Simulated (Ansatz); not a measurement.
# GeH4 + H2: molecular dynamics

Purpose: to follow the two partners and see whether they stay together, part or react. The start is relaxed first. Runs: 100 steps of 0.5 fs under a Nosé-Hoover thermostat at 1000 K; 100 steps of 0.5 fs at constant energy, with velocities drawn for 700 K; 100 steps of 0.5 fs under a Langevin thermostat at 100 K. SMILES of the start: [H][H].[GeH4].

Method: RKS r2SCAN-D4/def2-SVP, in Ansatz 0.2.0.

## Step 1: The system as given

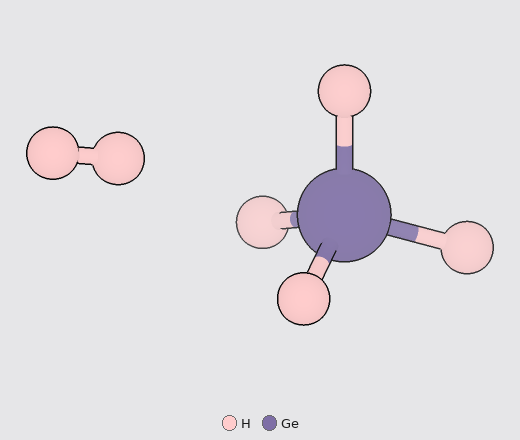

The starting structure, seen from a chosen angle (hydrogen pink, germanium purple).

As a file:

```xyz
7

H     0.2833    0.0211   -2.6140
H     0.1625    0.1057   -1.8380
Ge   -0.0883   -0.0257    0.8883
H     0.0904   -1.3793    0.3075
H    -0.2341   -0.1380    2.3608
H    -1.3084    0.6027    0.3224
H     1.0946    0.8135    0.5729
```

## Step 2: Relaxing the start

Contents of input.yaml:

```yaml
crystal:
  periodic: [false, false, false]
  atoms:
    - { symbol: H, position_ang: [0.2833, 0.0211, -2.614] }
    - { symbol: H, position_ang: [0.1625, 0.1057, -1.838] }
    - { symbol: Ge, position_ang: [-0.0883, -0.0257, 0.8883] }
    - { symbol: H, position_ang: [0.0904, -1.3793, 0.3075] }
    - { symbol: H, position_ang: [-0.2341, -0.138, 2.3608] }
    - { symbol: H, position_ang: [-1.3084, 0.6027, 0.3224] }
    - { symbol: H, position_ang: [1.0946, 0.8135, 0.5729] }
basis:
  gaussian: { orbitals: def2-SVP }
hamiltonian:
  xc: r2scan
  dispersion: d4
relax:
  f_tol: 0.02
  max_steps: 40
```

Started as:

```sh
> ansatz run input.yaml --threads 1 --pin off --max-ram 2048MiB --backend cpu --events-out ev --progress --plain --runs-dir out
```

Standard output, cut to the lines that bear on the results:

```text
Warning: RAYON_NUM_THREADS=1 ignored (pool sized by the plan → 1); use --threads N
[...]
Functional definition: r2SCAN
[...]
699 factors; their error is unknown
[...]
mean field -56607.18179606 eV, -2080.2755612791 hartree, gradient 3.7e-5 eV, S^2 0.000000; 0 other end points of the search recorded, 0 dependent functions left out
[...]
reference -56607.18180549 eV, -2080.2755616259 hartree; 19, 19 occupied and 43, 43 virtual orbitals, 699 factors
relax step   1: F+E_penalty+E_count = -56607.19796202 eV  Δ(F+E_penalty+E_count) = +0.000e0 eV  max|allowed force component| = 1.121e0 eV/Å  Δτ_max = 0.0000 Å  (21 SCF iters, accepted)
[...]
relax step   5: F+E_penalty+E_count = -56607.33605647 eV  Δ(F+E_penalty+E_count) = -3.837e-4 eV  max|allowed force component| = 2.236e-2 eV/Å  Δτ_max = 0.0545 Å  (23 SCF iters, accepted)
[...]
relax step   6: F+E_penalty+E_count = -56607.33615557 eV  Δ(F+E_penalty+E_count) = -9.911e-5 eV  max|allowed force component| = 4.887e-3 eV/Å  Δτ_max = 0.0362 Å  (23 SCF iters, accepted)
699 factors; their error is unknown
mean field -56607.32129723 eV, -2080.2806878525 hartree, gradient 4.7e-5 eV, S^2 0.000000; 1 other end points of the search recorded, 0 dependent functions left out
[...]
reference -56607.32130720 eV, -2080.2806882190 hartree; 19, 19 occupied and 43, 43 virtual orbitals, 699 factors
Total energy: -56607.33616554 eV, -2080.2812342532 hartree
Atom 0 at     0.331590     0.042832    -3.088886 Å, force    -0.000419     0.000466     0.004535 eV/Å
Atom 1 at     0.207745     0.137963    -2.346862 Å, force     0.000170     0.000680    -0.004887 eV/Å
Atom 2 at    -0.107845    -0.036411     1.087830 Å, force     0.000148    -0.000783     0.001454 eV/Å
Atom 3 at     0.077026    -1.440407     0.500890 Å, force    -0.000192     0.001012     0.001445 eV/Å
Atom 4 at    -0.260345    -0.133380     2.610065 Å, force    -0.000017     0.000945    -0.002459 eV/Å
Atom 5 at    -1.363731     0.606096     0.487424 Å, force     0.001351    -0.001056     0.000077 eV/Å
Atom 6 at     1.115560     0.823307     0.749439 Å, force    -0.001039    -0.001264    -0.000164 eV/Å
Dipole moment:     0.000581    -0.001333    -0.000701 e Å
```

Run time: 16 s. Hardware: 1 thread of Arm Neoverse V1, shared host; peak memory 0.11 GiB.

The steps of the relaxation:

```csv
step,energy from step 1 (eV),largest force component (eV/Å)
1,0.0000,1.1208
2,-0.1252,0.1957
3,-0.1362,0.0626
4,-0.1377,0.0182
5,-0.1381,0.0224
6,-0.1382,0.0049
```

Step 1 is the start.

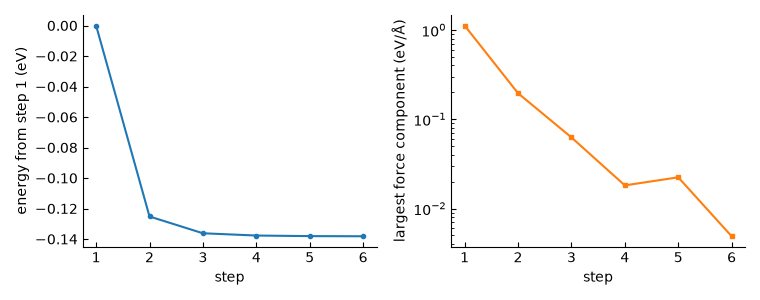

Energy and largest force along the relaxation.

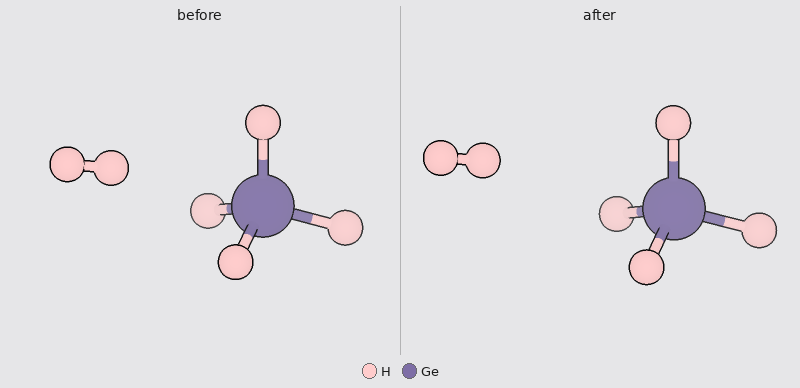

The structure before (left) and after (right), drawn at the same scale.

After: Bond lengths: Ge3–H4 1.533 Å, Ge3–H5 1.533 Å, Ge3–H6 1.533 Å, Ge3–H7 1.533 Å. Angles: H4–Ge3–H5 109.5°, H4–Ge3–H6 109.4°, H4–Ge3–H7 109.4°, H5–Ge3–H6 109.5°, H5–Ge3–H7 109.5°, H6–Ge3–H7 109.4°.

## Step 3: Run 1

100 steps of 0.5 fs under a Nosé-Hoover thermostat at 1000 K, from the relaxed start.

Contents of input.yaml:

```yaml
crystal:
  periodic: [false, false, false]
  atoms:
    - { symbol: H, position_ang: [0.33159, 0.042832, -3.088886] }
    - { symbol: H, position_ang: [0.207745, 0.137963, -2.346862] }
    - { symbol: Ge, position_ang: [-0.107845, -0.036411, 1.08783] }
    - { symbol: H, position_ang: [0.077026, -1.440407, 0.50089] }
    - { symbol: H, position_ang: [-0.260345, -0.13338, 2.610065] }
    - { symbol: H, position_ang: [-1.363731, 0.606096, 0.487424] }
    - { symbol: H, position_ang: [1.11556, 0.823307, 0.749439] }
basis:
  gaussian: { orbitals: def2-SVP }
hamiltonian:
  xc: r2scan
  dispersion: d4
md:
  timestep: 0.5
  n_steps: 100
  ensemble: nvt_nose_hoover
  temperature: 1000.0
  initial_velocities: maxwell_boltzmann
  seed: 10199
```

Started as:

```sh
> ansatz run input.yaml --threads 1 --pin off --max-ram 2048MiB --backend cpu --events-out ev --progress --plain --runs-dir out
```

Standard output, cut to the lines that bear on the results:

```text
Warning: RAYON_NUM_THREADS=1 ignored (pool sized by the plan → 1); use --threads N
[...]
[... 1 set-up line as earlier in the session ...]
[...]
699 factors; their error is unknown
[...]
mean field -56607.32129823 eV, -2080.2806878896 hartree, gradient 2.4e-5 eV, S^2 0.000000; 0 other end points of the search recorded, 0 dependent functions left out
[...]
reference -56607.32130821 eV, -2080.2806882561 hartree; 19, 19 occupied and 43, 43 virtual orbitals, 699 factors
md step     0: t =     0.00 fs  T =  1000.0 K  F+E_penalty+E_count = -56607.33615658 eV  E_kin = 0.646300 eV  conserved = -56606.68985659 eV  (21 SCF iters)
[...]
md step    12: t =     6.00 fs  T =   512.5 K  F+E_penalty+E_count = -56607.01859118 eV  E_kin = 0.331208 eV  conserved = -56606.68762523 eV  (23 SCF iters)
[...]
md step    24: t =    12.00 fs  T =   409.8 K  F+E_penalty+E_count = -56606.95030955 eV  E_kin = 0.264877 eV  conserved = -56606.68696547 eV  (23 SCF iters)
[...]
md step    36: t =    18.00 fs  T =   829.3 K  F+E_penalty+E_count = -56607.21978262 eV  E_kin = 0.535964 eV  conserved = -56606.68855887 eV  (23 SCF iters)
[...]
md step    48: t =    24.00 fs  T =   769.6 K  F+E_penalty+E_count = -56607.17751958 eV  E_kin = 0.497410 eV  conserved = -56606.68866592 eV  (23 SCF iters)
md step    49: t =    24.50 fs  T =   737.8 K  F+E_penalty+E_count = -56607.15633392 eV  E_kin = 0.476835 eV  conserved = -56606.68843822 eV  (23 SCF iters)
```

## Step 4: The output, continued: dynamics from the start

The log, continued, cut to the lines that bear on the results:

```text
md step    50: t =    25.00 fs  T =   695.6 K  F+E_penalty+E_count = -56607.12881846 eV  E_kin = 0.449542 eV  conserved = -56606.68858638 eV  (22 SCF iters)
[...]
md step    62: t =    31.00 fs  T =   780.7 K  F+E_penalty+E_count = -56607.18093545 eV  E_kin = 0.504597 eV  conserved = -56606.68956741 eV  (23 SCF iters)
[...]
md step    74: t =    37.00 fs  T =   717.7 K  F+E_penalty+E_count = -56607.13176673 eV  E_kin = 0.463826 eV  conserved = -56606.68785219 eV  (23 SCF iters)
[...]
md step    86: t =    43.00 fs  T =   449.7 K  F+E_penalty+E_count = -56606.94962162 eV  E_kin = 0.290650 eV  conserved = -56606.68698223 eV  (23 SCF iters)
[...]
md step    98: t =    49.00 fs  T =   641.7 K  F+E_penalty+E_count = -56607.06781550 eV  E_kin = 0.414754 eV  conserved = -56606.68844291 eV  (22 SCF iters)
[...]
md step    99: t =    49.50 fs  T =   614.5 K  F+E_penalty+E_count = -56607.04936167 eV  E_kin = 0.397125 eV  conserved = -56606.68834097 eV  (23 SCF iters)
[...]
md step   100: t =    50.00 fs  T =   582.5 K  F+E_penalty+E_count = -56607.02759690 eV  E_kin = 0.376453 eV  conserved = -56606.68794580 eV  (23 SCF iters)
Total energy: -56607.02760655 eV, -2080.2698949192 hartree
Atom 0 at    -0.211244    -0.319990    -2.656396 Å, force     0.235180     0.691730     0.714312 eV/Å
Atom 1 at    -0.048081     0.208661    -2.092193 Å, force    -0.217720    -0.695841    -0.782000 eV/Å
Atom 2 at    -0.094454    -0.033245     1.079017 Å, force    -0.997791    -1.416131     0.306338 eV/Å
Atom 3 at     0.183593    -1.538829     0.472889 Å, force    -0.322130     1.306833     0.914309 eV/Å
Atom 4 at    -0.821299     0.168085     2.480966 Å, force     0.573752    -0.635912    -0.535419 eV/Å
Atom 5 at    -1.153962     0.583472     0.188346 Å, force     0.026392     0.281716    -0.473739 eV/Å
Atom 6 at     1.193938     0.706896     1.153486 Å, force     0.702316     0.467605    -0.143801 eV/Å
Dipole moment:     0.039303     0.006453    -0.011483 e Å
```

It took 3.8 min on 1 thread of Arm Neoverse V1, shared host; peak memory 0.1 GiB.

## Step 5: The trajectory

One step in 6; energies are changes from step 0:

```csv
time (fs),T (K),potential energy change (meV/atom),conserved energy change (meV/atom),closest contact of the partners (Å)
0.0,1000,0.0,0.00,3.26
3.0,689,28.9,0.22,3.12
6.0,512,45.4,0.32,3.02
9.0,628,34.6,0.23,3.05
12.0,410,55.1,0.41,3.13
15.0,863,13.0,0.01,3.26
18.0,829,16.6,0.19,3.16
21.0,626,35.8,0.36,2.89
24.0,770,22.7,0.17,2.70
27.0,412,56.1,0.34,2.54
30.0,641,35.0,0.11,2.50
33.0,776,23.1,0.22,2.56
36.0,638,36.5,0.37,2.62
39.0,888,13.8,0.13,2.76
42.0,624,38.8,0.19,2.90
45.0,506,50.2,0.26,2.86
48.0,673,35.3,0.27,2.70
50.0,582,44.1,0.27,2.56
```

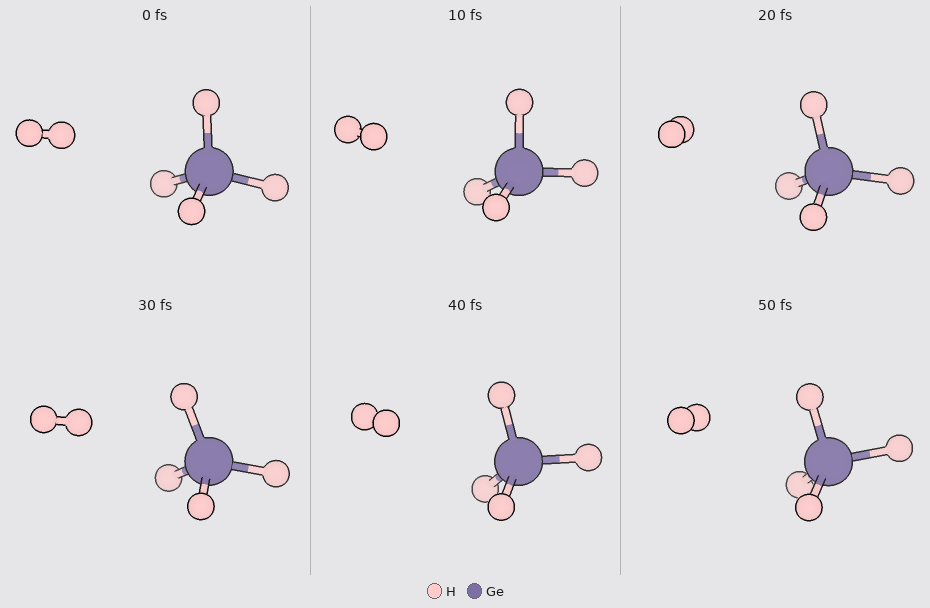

The system at six times, viewed from a chosen angle. Sticks join atoms within a bonding distance in each frame.

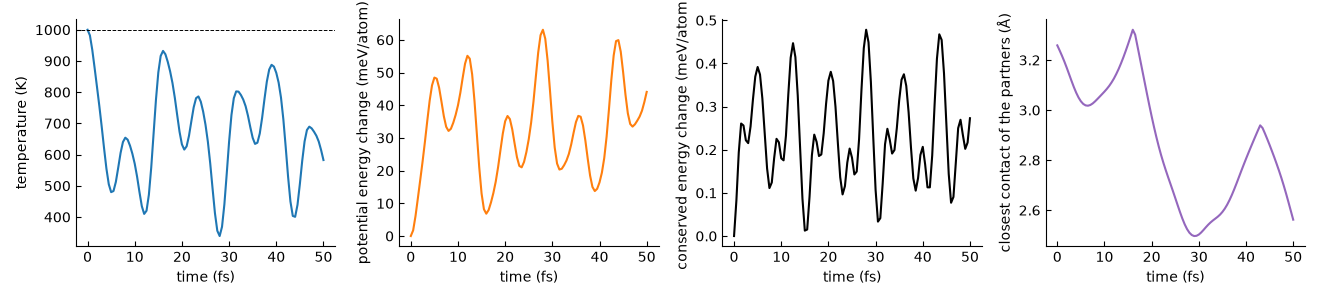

Time series of the run, each on its own scale. The dashed line is the set temperature.

## Step 6: Snapshots as a file

Extended XYZ, with forces in eV/Å:

```xyz
7
time_fs=6.0 T=512 dE=0.3176
H     0.390    0.249   -2.989   -0.643   -0.654    1.204
H     0.046   -0.101   -2.348    0.643    0.654   -1.205
Ge   -0.105   -0.036    1.086   -0.336   -1.127    0.467
H     0.116   -1.478    0.338   -0.265    1.089    1.033
H    -0.414    0.079    2.651    0.406   -0.625   -0.802
H    -1.409    0.544    0.555    0.033    0.274   -0.463
H     1.172    0.739    0.856    0.162    0.388   -0.235
7
time_fs=12.5 T=420 dE=0.3796
H     0.369    0.394   -2.703   -0.826   -1.355    0.355
H    -0.044   -0.282   -2.527    0.828    1.354   -0.355
Ge   -0.103   -0.039    1.085   -0.161    2.743   -0.335
H     0.091   -1.297    0.446    0.264   -2.268   -0.622
H    -0.457    0.095    2.510   -0.017   -0.469    1.265
H    -1.412    0.566    0.474    0.637    0.094   -0.199
H     1.240    0.762    0.891   -0.726   -0.099   -0.109
7
time_fs=19.0 T=727 dE=0.1838
H     0.240    0.358   -2.377   -0.290   -0.701   -0.416
H    -0.026   -0.282   -2.746    0.297    0.704    0.409
Ge   -0.103   -0.034    1.084   -0.537   -1.911    0.513
H     0.106   -1.574    0.509   -0.168    1.542    0.612
H    -0.462   -0.082    2.640    0.206   -0.013   -0.963
H    -1.222    0.632    0.303   -0.292    0.039   -0.075
H     1.122    0.788    0.877    0.784    0.339   -0.079
7
time_fs=25.0 T=696 dE=0.2073
H     0.069    0.186   -2.184    0.030    0.367    0.716
H     0.044   -0.143   -2.842   -0.020   -0.369   -0.742
Ge   -0.104   -0.034    1.083    0.547    0.786   -0.425
H     0.087   -1.479    0.707    0.228   -0.410   -0.603
H    -0.420   -0.249    2.557   -0.291    0.573    0.230
H    -1.099    0.693    0.139   -0.198   -0.346    0.510
H     1.168    0.866    0.852   -0.298   -0.601    0.314
7
time_fs=31.0 T=781 dE=0.1552
H    -0.099   -0.031   -2.110   -0.044   -0.019    0.126
H     0.115    0.041   -2.829    0.056    0.013   -0.166
Ge   -0.103   -0.032    1.082    0.480   -0.266   -0.164
H     0.139   -1.498    0.731    0.100   -0.081   -0.504
H    -0.471   -0.242    2.537   -0.351    0.541    0.326
H    -1.061    0.657    0.117   -0.444   -0.111    0.197
H     1.173    0.792    0.915    0.203   -0.076    0.184
7
time_fs=37.5 T=778 dE=0.1655
H    -0.243   -0.271   -2.202    0.578    0.724   -0.667
H     0.158    0.242   -2.655   -0.560   -0.731    0.627
Ge   -0.101   -0.031    1.079    0.068   -1.561    0.606
H     0.223   -1.560    0.583   -0.416    1.292    0.470
H    -0.632   -0.047    2.588    0.304   -0.043   -0.938
H    -1.170    0.576    0.170    0.072    0.094   -0.009
H     1.251    0.683    1.052   -0.045    0.225   -0.090
7
time_fs=44.0 T=400 dE=0.4195
H    -0.281   -0.392   -2.444    0.824    1.499    0.178
H     0.102    0.322   -2.348   -0.801   -1.506   -0.229
Ge   -0.097   -0.035    1.079    0.004    2.292   -0.216
H     0.194   -1.324    0.539    0.259   -2.275   -0.458
H    -0.724    0.143    2.406   -0.226   -0.412    1.196
H    -1.254    0.535    0.215    0.596    0.255   -0.181
H     1.307    0.660    1.152   -0.655    0.147   -0.290
7
time_fs=50.0 T=582 dE=0.3086
H    -0.211   -0.320   -2.656    0.235    0.692    0.714
H    -0.048    0.209   -2.092   -0.218   -0.696   -0.782
Ge   -0.095   -0.033    1.079   -0.998   -1.416    0.306
H     0.184   -1.539    0.473   -0.322    1.307    0.914
H    -0.821    0.168    2.481    0.574   -0.636   -0.535
H    -1.154    0.584    0.188    0.026    0.282   -0.474
H     1.194    0.707    1.153    0.702    0.468   -0.144
```

Reading of run 1. Against a set 1000 K the second half averages 645 K with a spread of 147 K; 36 meV/atom has gone into potential energy, and a thermostat that acts over some 100 fs has not made it up in 50 fs. The conserved energy strays from its start by at most 0.48 meV/atom, 0.8 % of the mean kinetic energy, which is good for a step of 0.5 fs. No bond forms or breaks. The partners' closest contact goes from 3.26 to 2.56 Å; so short a run doesn't show whether they stay bound.

## Step 7: Run 2

100 steps of 0.5 fs at constant energy, with velocities drawn for 700 K, from the relaxed start.

Changes to input.yaml since step 3:

```diff
@@ -18,5 +18,5 @@
   n_steps: 100
-  ensemble: nvt_nose_hoover
-  temperature: 1000.0
+  ensemble: nve
+  temperature: 700.0
   initial_velocities: maxwell_boltzmann
-  seed: 10199
+  seed: 108243
```

Started as:

```sh
> ansatz run input.yaml --threads 1 --pin off --max-ram 2048MiB --backend cpu --events-out ev --progress --plain --runs-dir out
```

Standard output, cut to the lines that bear on the results:

```text
Warning: RAYON_NUM_THREADS=1 ignored (pool sized by the plan → 1); use --threads N
[...]
[... 1 set-up line as earlier in the session ...]
[...]
699 factors; their error is unknown
[...]
mean field -56607.32129823 eV, -2080.2806878896 hartree, gradient 2.4e-5 eV, S^2 0.000000; 0 other end points of the search recorded, 0 dependent functions left out
[...]
reference -56607.32130821 eV, -2080.2806882561 hartree; 19, 19 occupied and 43, 43 virtual orbitals, 699 factors
md step     0: t =     0.00 fs  T =   700.0 K  F+E_penalty+E_count = -56607.33615658 eV  E_kin = 0.452410 eV  conserved = -56606.88374658 eV  (21 SCF iters)
[...]
md step    12: t =     6.00 fs  T =   358.6 K  F+E_penalty+E_count = -56607.11440655 eV  E_kin = 0.231756 eV  conserved = -56606.88265034 eV  (23 SCF iters)
[...]
md step    24: t =    12.00 fs  T =   153.3 K  F+E_penalty+E_count = -56606.98070799 eV  E_kin = 0.099108 eV  conserved = -56606.88159972 eV  (24 SCF iters)
[...]
md step    36: t =    18.00 fs  T =   453.8 K  F+E_penalty+E_count = -56607.17564516 eV  E_kin = 0.293319 eV  conserved = -56606.88232661 eV  (23 SCF iters)
[...]
md step    48: t =    24.00 fs  T =   582.5 K  F+E_penalty+E_count = -56607.25982064 eV  E_kin = 0.376469 eV  conserved = -56606.88335172 eV  (23 SCF iters)
md step    49: t =    24.50 fs  T =   547.5 K  F+E_penalty+E_count = -56607.23718328 eV  E_kin = 0.353863 eV  conserved = -56606.88331987 eV  (22 SCF iters)
```

## Step 8: More of the same log: dynamics from the start

The log, continued, cut to the lines that bear on the results:

```text
md step    50: t =    25.00 fs  T =   496.7 K  F+E_penalty+E_count = -56607.20420967 eV  E_kin = 0.321026 eV  conserved = -56606.88318327 eV  (23 SCF iters)
[...]
md step    62: t =    31.00 fs  T =   386.5 K  F+E_penalty+E_count = -56607.13328366 eV  E_kin = 0.249823 eV  conserved = -56606.88346049 eV  (22 SCF iters)
[...]
md step    74: t =    37.00 fs  T =   427.8 K  F+E_penalty+E_count = -56607.15917757 eV  E_kin = 0.276511 eV  conserved = -56606.88266645 eV  (23 SCF iters)
[...]
md step    86: t =    43.00 fs  T =   421.3 K  F+E_penalty+E_count = -56607.15420019 eV  E_kin = 0.272288 eV  conserved = -56606.88191221 eV  (23 SCF iters)
[...]
md step    98: t =    49.00 fs  T =   216.3 K  F+E_penalty+E_count = -56607.02186804 eV  E_kin = 0.139791 eV  conserved = -56606.88207692 eV  (23 SCF iters)
[...]
md step    99: t =    49.50 fs  T =   165.3 K  F+E_penalty+E_count = -56606.98868522 eV  E_kin = 0.106838 eV  conserved = -56606.88184702 eV  (23 SCF iters)
[...]
md step   100: t =    50.00 fs  T =   133.9 K  F+E_penalty+E_count = -56606.96827137 eV  E_kin = 0.086509 eV  conserved = -56606.88176192 eV  (22 SCF iters)
Total energy: -56606.96828102 eV, -2080.2677147463 hartree
Atom 0 at     0.304141     0.086565    -1.941136 Å, force     0.034081    -0.029343    -0.288922 eV/Å
Atom 1 at     0.400248    -0.035188    -2.690729 Å, force    -0.037948     0.028825     0.235000 eV/Å
Atom 2 at    -0.103639    -0.043267     1.074774 Å, force    -1.695937     3.518259     1.353527 eV/Å
Atom 3 at    -0.188178    -1.404722     0.595808 Å, force     0.171366    -1.542106    -0.559127 eV/Å
Atom 4 at    -0.088625     0.153878     2.653685 Å, force     0.282517    -0.463962    -0.809982 eV/Å
Atom 5 at    -1.514275     0.757034     0.768103 Å, force     1.074708    -0.930642     0.055865 eV/Å
Atom 6 at     0.891471     0.972840     0.467094 Å, force     0.171212    -0.581031     0.013639 eV/Å
Dipole moment:     0.097902    -0.127646    -0.041566 e Å
```

Run time: 3.8 min. Hardware: 1 thread of Arm Neoverse V1, shared host; peak memory 0.1 GiB.

[end of part 1 of 2]
